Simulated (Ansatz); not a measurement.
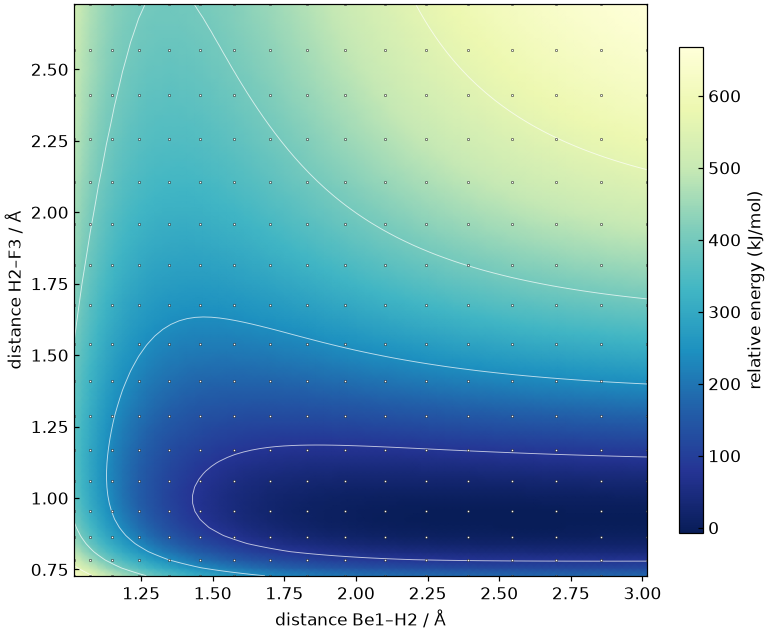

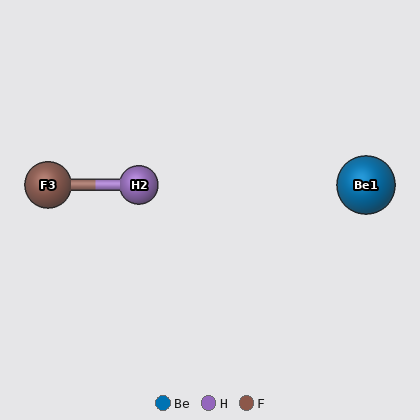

Energy landscape of the system Be + HF. Coordinates scanned: (1) distance Be1–H2; (2) distance H2–F3. Nothing is relaxed (the angle Be1–H2–F3 is fixed at 180 degrees). The grid has 17 × 17 points. Points are written as (first, second). Energies: kJ/mol, counted from Be far from the relaxed HF (each part in its own basis). The reference is spin-restricted, so regions where a bond is pulled apart into radicals lie too high. All numbers below come from RKS PBE0-D4/aug-cc-pVTZ (Ansatz 0.2.0).

The picture shows a smooth colour map with a few white contour lines, dots at the grid points. Between grid points the surface is interpolated. The second picture is the structure at the lowest point.

Describe this landscape.

The lowest grid point is at (2.392 Å, 0.955 Å), −5 kJ/mol from Be far from the relaxed HF (each part in its own basis). The highest grid point, (3.016 Å, 2.728 Å), lies 673 kJ/mol above the lowest.

The values on the grid:

```tsv
distance H2–F3 ↓, distance Be1–H2 →	1.016	1.150	1.346	1.575	1.828	2.102	2.392	2.697	3.016
2.567	509	419	383	407	460	520	573	615	645
2.255	484	392	352	372	419	473	521	559	586
1.957	453	357	311	322	360	406	447	479	503
1.675	417	313	256	255	281	315	347	372	390
1.411	383	266	192	172	180	200	219	236	247
1.169	362	229	130	86	73	75	82	89	95
0.955	385	236	114	45	11	−2	−5	−4	−2
0.782	528	378	243	158	111	88	78	75	75
```

The table holds every second grid line.

Each point was launched as `ansatz run input.yaml --threads 1 --pin off --max-ram 2560MiB --backend cpu --events-out ev --progress --plain --runs-dir out`. Time for the 289 points that were run: 7.3 min on 1 thread of Arm Neoverse V1 (shared host).
